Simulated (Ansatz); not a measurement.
# AlFHO (charge −1): what the fields show

Input

```
crystal:
  periodic: [false, false, false]
  atoms:
    - { symbol: O, position_ang: [-0.15218, -1.06822, 1.35584] }
    - { symbol: Al, position_ang: [0.02535, -0.0701, 0.12762] }
    - { symbol: F, position_ang: [-0.98216, 0.13001, -1.2545] }
    - { symbol: H, position_ang: [1.10899, 1.00831, -0.22896] }
total_charge: -1
basis:
  gaussian: { orbitals: def2-SVP }
hamiltonian:
  xc: { name: BHLYP }
  dispersion: d4
relax:
  f_tol: 0.02
  max_steps: 40
scf:
  lower_state_search: "off"
output:
  orbitals: {}
```

Launched as:

```sh
ansatz run input.yaml --threads 1 --pin off --max-ram 2048MiB --backend cpu --events-out ev --progress --plain --runs-dir out
```

The fields are those of the relaxed geometry.

Theory: Ansatz, RKS BHLYP-D4/def2-SVP.

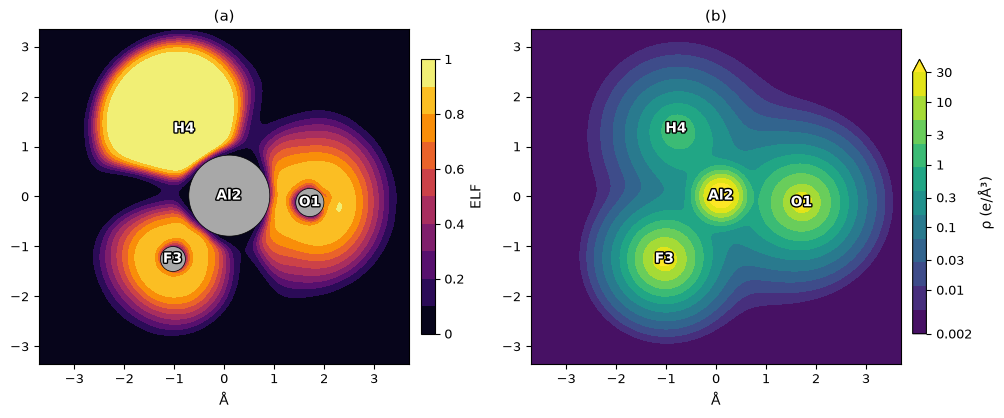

Figure 1. (a) electron localisation function; (b) total electron density on the molecular plane. Grey discs cover the atomic cores in the ELF map.

Describe what can be read from this map.

Answer. The section cuts through O, Al, F and H sites. Al–O (1.62 Å): ρ at the midpoint is about 1 e/Å³; the ELF peaks at about 0.85 in the valence shell of O, 0.6 Å from its nucleus, and is about 0.35 at the midpoint. Al–F (1.70 Å): ρ at the midpoint is about 0.73 e/Å³; the ELF peaks at about 0.85 in the valence shell of F, 0.6 Å from its nucleus, and is about 0.30 at the midpoint. Al–H (1.61 Å): ρ is about 0.48 e/Å³ halfway; the ELF climbs to about 1 towards the hydrogen. The ELF also peaks beside F3 and O1, away from the bonds: lone-pair regions.

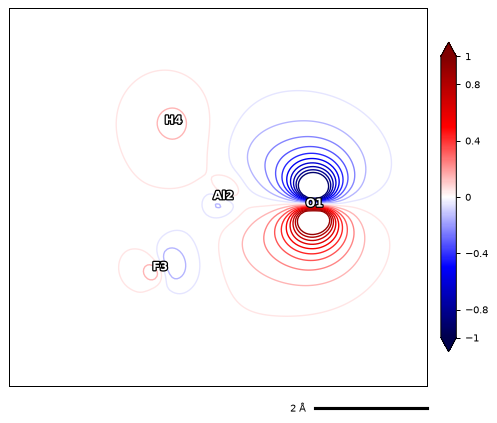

Figure 2. The HOMO on the molecular plane (values in Å⁻³ᐟ²; the overall sign is arbitrary).

Describe this orbital and give its energy.

Answer. Its weight (Hirshfeld) is mainly on O1 (about 80 %); it is symmetric in the molecular plane (an in-plane orbital: σ, lone-pair or in-plane π type); largely a lone pair of O1. Its energy is −1.94 eV.
